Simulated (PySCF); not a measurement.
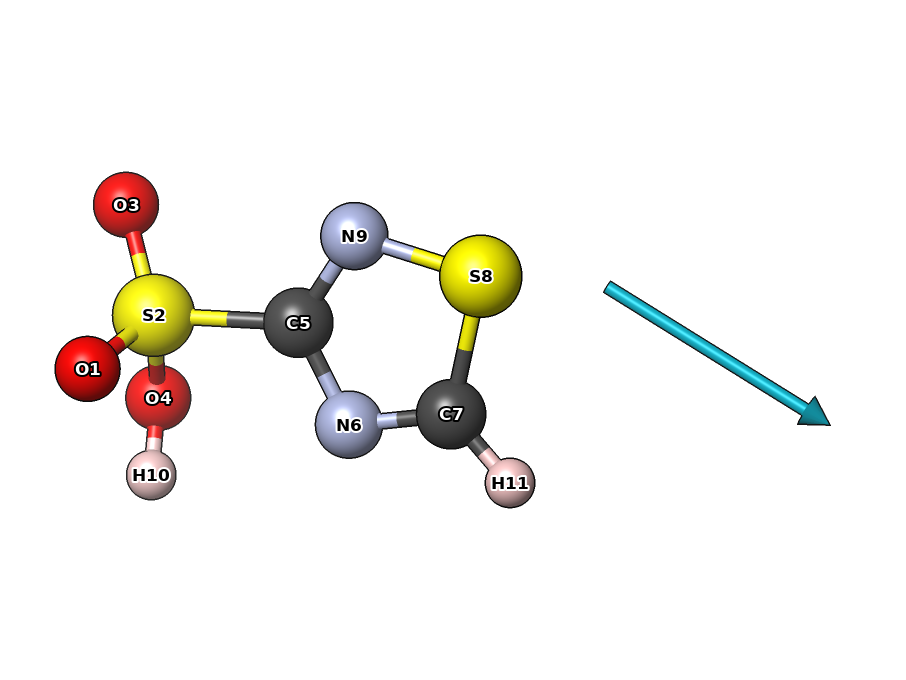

The arrow beside the molecule shows the direction of the dipole moment, from the negative to the positive end (its length means nothing). The geometry was computed by an optimisation with GFN2-xTB. No frequency run is at hand to confirm it as a minimum. Level of theory: ωB97X-D/def2-SVPD, gas phase (PySCF 2.14.0).

> How large is the dipole moment?

6.14 D; it points from the side of O3 to the side of H11 (the outermost atoms at the two ends).
